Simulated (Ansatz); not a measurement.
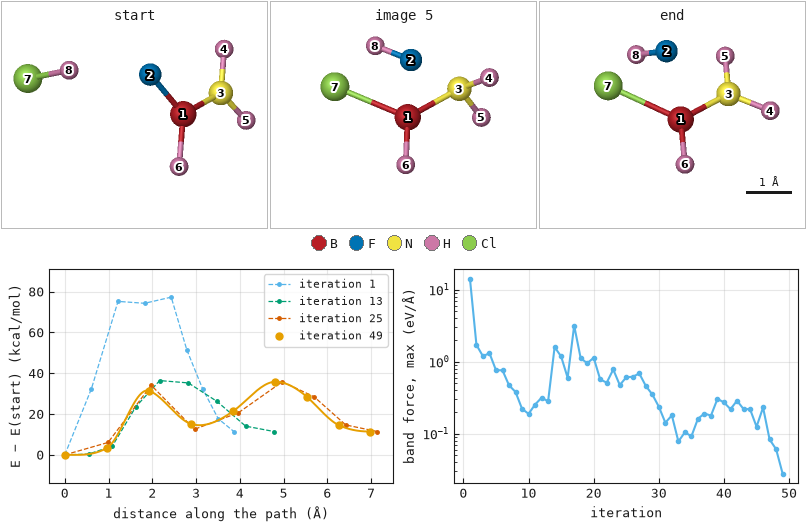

A search for the minimum-energy path of BNH4ClF by the nudged elastic band. Images are numbered from 0 (start) to 8 (end). The plot follows the band through its iterations. Style: ball-and-stick. Shown from a free direction.

Level of theory: RKS PBE0/def2-SVP in Ansatz 0.2.0. Run with 7 movable images; climbing image; force threshold 0.05 eV/Å; iteration limit 60; starting path through a guess of the saddle point.

Judge this run.

The run is converged, with reservations. The band converged in 49 iterations. The largest component of the band force went from 14 to 0.028 eV/Å. The climbing image converged on the top of the path. Its vibrational analysis gives one imaginary mode (523i cm⁻¹), as a transition state must have. The first iteration put the highest image at 77.3 kcal/mol. Forward barrier 35.8 kcal/mol, backward barrier 24.4 kcal/mol, with image 5 at the top; the reaction energy is +11.4 kcal/mol. The profile has 2 maxima (images 2, 5) with a dip at image 3 (+15.2 kcal/mol), so the process runs in steps.

Cost: 15 min on 1 thread of Arm Neoverse V1 (shared host), peak memory 0.16 GiB.
